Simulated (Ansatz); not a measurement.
## How far to go with the plane-wave cutoff: CaGe₂Au₂ (I4mm, 5 atoms in the cell)

```yaml
crystal:
  lattice:
    - [-2.21848, 2.21848, 5.12244]
    - [2.21848, -2.21848, 5.12244]
    - [2.21848, 2.21848, -5.12244]
  atoms:
    - { symbol: Ca, position: [0.00488, 0.00488, 0.00000] }
    - { symbol: Ge, position: [0.38161, 0.38161, 0.00000] }
    - { symbol: Ge, position: [0.61839, 0.61839, 0.00000] }
    - { symbol: Au, position: [0.75000, 0.25000, 0.50000] }
    - { symbol: Au, position: [0.25000, 0.75000, 0.50000] }
```

Computed with LDA (PW92), default PAW files made with PBE (plane waves; Ansatz, a quantum-chemistry and plane-wave program).

Base settings: basis.ecutwfc = 420 eV; kpoints.mp_grid.grid = 5 5 5; hamiltonian.xc = lda; hamiltonian.pseudopotentials = {kind: paw} (the program's default PAW files); scf.occupations.method = gaussian; scf.occupations.width = 0.1 eV.

The second cell is the first with its lattice scaled by 0.98.

The mesh stays at the base's, so the ladder's end is converged at best in this setting alone.

The first pressure column holds Ansatz's estimate of the finite-basis (Pulay) stress, which hides part of the cutoff error; the other is without it.

Only quantities that move along the ladder and can be compared are tabulated.

The count of work is k-points × plane waves × bands × iterations; it is no time. 

The starting cell comes from a database of computed structures (which also holds hypothetical and non-ambient phases and stackings), without a prior relaxation at this level. Its lattice was rescaled by up to half a per cent. One atom was moved a little off its site on purpose. In the base run, with a pressure of about -3 GPa the cell is away from its equilibrium volume at this level.

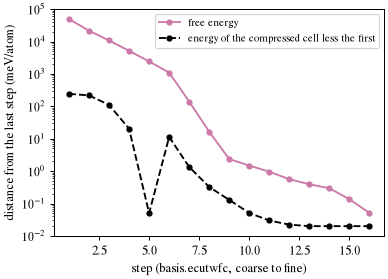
Distance from the last step along the ladder; very small values are drawn at a floor.

```tsv
basis.ecutwfc	free energy less the last step's (meV/atom)	energy of the compressed cell less the first (meV/atom)	pressure (GPa)	pressure without the Pulay estimate (GPa)	largest difference of a force vector from the last step's (eV/Å)	count of work / last
145 eV	49294.67	-247.85	6.00	-1238.40	5.337	0.079
170 eV	21517.54	-221.43	-2.00	-658.92	0.869	0.092
190 eV	10766.76	-115.39	-3.48	-386.94	0.086	0.090
210 eV	5141.00	15.33	-4.89	-217.32	0.136	0.11
230 eV	2427.84	-4.82	-4.63	-120.29	0.210	0.13
250 eV	1095.89	-16.20	-3.96	-64.00	0.150	0.14
295 eV	140.26	-3.52	-3.07	-14.07	0.059	0.16
335 eV	16.45	-4.54	-3.40	-5.01	0.013	0.19
380 eV	2.34	-4.74	-3.43	-3.54	0.000	0.19
420 eV	1.49	-4.82	-3.44	-3.47	0.001	0.23
460 eV	0.96	-4.84	-3.45	-3.48	0.000	0.31
505 eV	0.56	-4.85	-3.45	-3.46	0.000	0.35
565 eV	0.39	-4.85	-3.45	-3.45	0.000	0.41
630 eV	0.29	-4.86	-3.45	-3.45	0.000	0.49
735 eV	0.14	-4.86	-3.45	-3.45	0.000	0.62
840 eV	0.05	-4.87	-3.45	-3.45	0.000	0.76
1010 eV	0.00	-4.87	-3.45	-3.45	0.000	1.0
```

Coarsest basis.ecutwfc that holds the free energy within 2 meV/atom of the last step, with all finer ones: 420 eV, at 0.23 of the last step's count of work; the step before is off by 2.3 meV/atom.

Coarsest basis.ecutwfc that holds the pressure within 1 GPa of the last step, with all finer ones: 250 eV, at 0.14 of the last step's count of work; the step before is off by 1.2 GPa.

Coarsest basis.ecutwfc that holds the pressure without the Pulay estimate within 0.2 GPa of the last step, with all finer ones: 380 eV, at 0.19 of the last step's count of work; the step before is off by 1.6 GPa.

The energy difference between the two cells stays within 1 meV/atom of the last step's from 335 eV on, the total only from 460 eV on: much of the error is common to both cells and cancels.

At the lowest cutoff the pressure without the Pulay estimate lies 1230 GPa under the last step's, the usual sign of Pulay stress in an incomplete plane-wave basis.

Keys are those of Ansatz 0.2.
